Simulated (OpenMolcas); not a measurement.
```
&GATEWAY
Basis set
Tm.ANO-RCC-VDZP.
Tm1 0.0 0.0 0.0 Angstrom
End of basis
Basis set
F.ANO-RCC-VDZP.
L1 2.124000 0.000000 0.000000 Angstrom
L2 0.000000 2.124000 0.000000 Angstrom
L3 0.000000 0.000000 2.124000 Angstrom
End of basis
Basis set
Cd.EMB-AIMP.Lopez-Moraza.11s7p.1s1p.ECP.KCdF3.
PseudoCharge
* 3 symmetry-unique lattice sites within 7.6 angstrom
End of basis
Basis set
K.EMB-AIMP.Lopez-Moraza.0s.0s.ECP.KCdF3.
PseudoCharge
* 16 symmetry-unique lattice sites within 7.6 angstrom
End of basis
Basis set
Cd.EMB-AIMP.Lopez-Moraza.0s.0s.ECP.KCdF3.
PseudoCharge
* 10 symmetry-unique lattice sites within 7.6 angstrom
End of basis
Basis set
F.EMB-AIMP.Lopez-Moraza.0s.0s.ECP.KCdF3.
PseudoCharge
* 27 symmetry-unique lattice sites within 7.6 angstrom
End of basis
Symmetry
XYZ
AngMom=0.0 0.0 0.0
AMFI
RICD
XField
1533 Angstrom 0
* Evjen-weighted lattice charges
&SEWARD
&RASSCF
FileOrb=start.orb
Symmetry=2
Spin=2
nActEl=13 0 0
Inactive=30 27
Ras2=0 7
CIRoot=7 7 1
SDav=7
CIMx=300
Iter=150 100
PrWF=0.3
OrbListing=Nothing
MaxOrb=0
LevShft=1.0
>>> COPY $Project.JobIph JOB001
&RASSI
NrOfJobIphs=1 7
1 2 3 4 5 6 7
IphNames
JOB001
EJob
SpinOrbit
DIPRint=1.0
SOCoupling=1000.0
Subsets=2
Property=9
'ANGMOM' 1 'ANGMOM' 2 'ANGMOM' 3 'MLTPL  1' 1 'MLTPL  1' 2 'MLTPL  1' 3
'AMFI' 1 'AMFI' 2 'AMFI' 3
SOProperty=3
'ANGMOM' 1 'ANGMOM' 2 'ANGMOM' 3
```

Run as:
```bash
OMP_NUM_THREADS=1 MOLCAS_MEM=2457 MOLCAS_PROJECT=a pymolcas a.inp > a.log  # once for each step of the input, in one work folder
```

Computed with OpenMolcas: state-averaged CASSCF, active space 13 electrons in the shell 4f, basis ANO-RCC-VDZP on all atoms, DKH2 scalar Hamiltonian, spin-orbit coupling by RASSI with atomic mean-field integrals. Powder susceptibility by Van Vleck's formula.

Tm²⁺ (4f¹³) as a dopant in KCdF₃, a cluster with its 6 nearest F⁻ at 2.124 Å (octahedron) embedded in model potentials and point charges; the geometry was set, not optimised. The cluster and the levels that result:

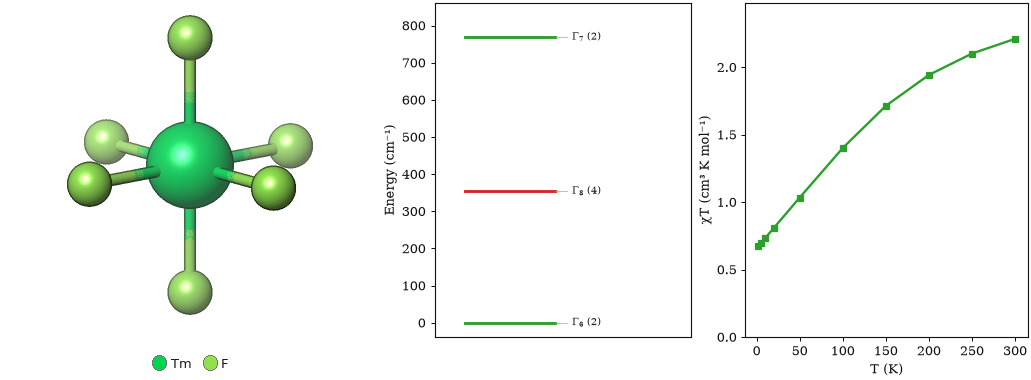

Labels give the representation in O, Td, D4 or D3 as the site allows (double group for half-integer spin) where it could be assigned and, in brackets, the degeneracy; spin-free states, where drawn, share the zero of the spin-orbit levels.

The ground level is Γ₆, a Kramers doublet, 100 % from states of spin multiplicity 2, effective J = 3.49, with |mJ| = 1/2 the largest share (58 %). Its principal g values are 2.65, 2.65 and 2.65, isotropic. The next level lies at 354 cm⁻¹ (Γ₈). The lowest J multiplet spreads over 769 cm⁻¹. χT is 0.673 cm³ K mol⁻¹ at 2 K and 2.21 at 300 K, an effective moment of 4.20 μB. The active orbitals hold 99 to 100 % metal character (Löwdin), and the Mulliken charge of the metal is +1.71.

Known limits: the geometry is set by hand, with no relaxation and no charge compensation.
